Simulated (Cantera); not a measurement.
Input: 1 mol Ta₂O₅, 20 mol CO, at 200 Pa.

Method: chemical equilibrium by Gibbs-energy minimisation in Cantera with the NASA 1993 tables (ideal gas, pure condensed phases). Candidate condensed phases: C, Ta, TaC, Ta₂O₅; 15 gas species. Mutual solubility and eutectic melting of coexisting phases are not modelled. TaC: taken at fixed stoichiometry. Condensed phases not in the tables: Ta₂C, N, O or C dissolved in the metal. Equilibrium is a limit: real reactors are often held back by kinetics, nucleation or transport.

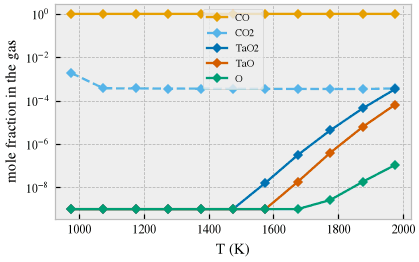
Equilibrium gas composition (values under 1e-9 drawn at 1e-9)

Problem. Read off the mole fractions at 1775 K.

Solution. CO about 1.00, CO₂ about 0.00035, TaO₂ about 4.3e-6, TaO about 3.9e-7.
